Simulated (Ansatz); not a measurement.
The calculation's input:

```
crystal:
  periodic: [false, false, false]
  atoms:
    - { symbol: Sn, position_ang: [0.0, 0.0, 0.0] }
    - { symbol: O, position_ang: [0.0, 0.0, 2.31] }
    - { symbol: H, position_ang: [-0.9095, -0.2814, 2.6471] }
    - { symbol: O, position_ang: [1.8483, 0.0, -0.6527] }
    - { symbol: H, position_ang: [2.1646, -0.9521, -0.7693] }
    - { symbol: O, position_ang: [-0.9232, 1.5994, -0.6527] }
    - { symbol: H, position_ang: [-1.881, 1.3686, -0.8751] }
    - { symbol: O, position_ang: [-0.9232, -1.5994, -0.6527] }
    - { symbol: H, position_ang: [-1.3778, -2.065, 0.1197] }
    - { symbol: Br, position_ang: [1.5157, 2.2857, 0.9113] }
    - { symbol: H, position_ang: [0.7283, 1.0983, 2.1414] }
basis:
  gaussian: { orbitals: def2-SVP }
hamiltonian:
  xc: pbe
relax:
  f_tol: 0.15
  max_steps: 25
  restrain:
    - { distance: [0, 9], at: 3.79, k: 30.0 }
    - { distance: [10, 1], at: 2.21, k: 30.0 }
    - { distance: [0, 1], at: 1.96, k: 30.0 }
    - { distance: [10, 9], at: 1.55, k: 30.0 }
output:
  orbitals: {}
```

Command:

```sh
ansatz run input.yaml --threads 4 --pin off --max-ram 5120MiB --backend cpu --events-out ev --progress --plain --runs-dir out
```

The fields are those of the run's last geometry, not of the input's.

Core potentials replace the inner electrons of Sn; not at a stationary point (largest force 1.2 eV/Å).

All numbers below come from Ansatz 0.2.0, RKS PBE/def2-SVP.

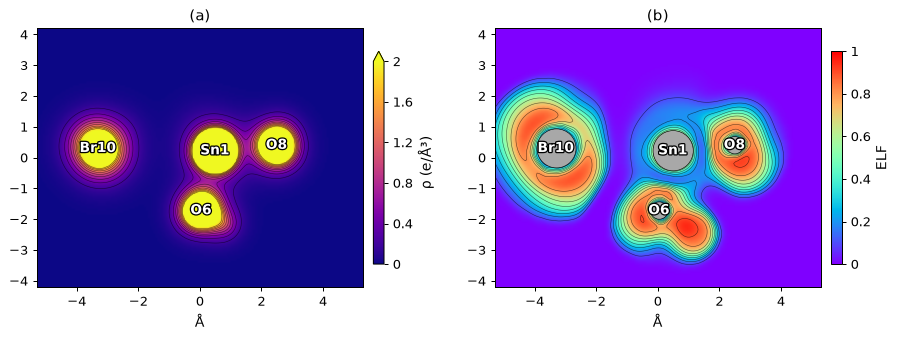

H$_{4}$O$_{4}$Sn···HBr. (a) electron density; (b) ELF on the plane of atoms O6, Sn1 and O8. Grey discs cover the atomic cores in the ELF map.

Question: What do the fields say about this system?

Answer: The plane passes through Sn, O and Br nuclei.
Sn–O (2.00 Å): ρ at the midpoint is about 0.72 e/Å³; the ELF peaks at about 0.80 in the valence shell of O, 0.6 Å from its nucleus, and drops to about 0.15 between the two atoms.
The ELF also peaks beside O6, O8 and Br10, away from the bonds: lone-pair regions.
